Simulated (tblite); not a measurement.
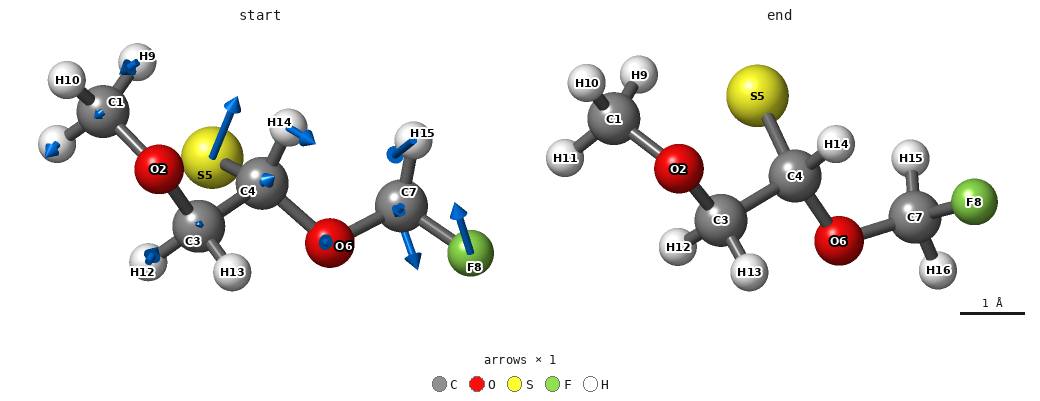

The structure of C4H8FO2S (multiplicity 2) before (left) and after (right) a relaxation, at one scale. The blue arrows give the displacements, at their true length.

Style: ball-and-stick. Shown at a tilt.

Theory: GFN2-xTB geometry optimisation, gas phase (tblite). 

> Describe what moved and what it gained.

S5 moves most after the best rigid fit: 1.25 Å. By element the largest moves are S 1.25 Å, H 1.21 Å, F 0.95 Å, O 0.32 Å, C 0.32 Å. Some distances before and after: O2–C3 1.447 → 1.390 Å, O6–C7 1.422 → 1.371 Å, C4–O6 1.438 → 1.408 Å, C4–S5 1.831 → 1.807 Å. Bond angles that change, for instance: S5–C4–H14 113.3° → 107.2°, C4–C3–H12 113.5° → 108.3°, O6–C7–H16 111.8° → 107.5°. Groups turn about O6–C7 by about 85°, C3–C4 by about 25°. Over 130 geometry steps the energy falls by 0.433 eV.
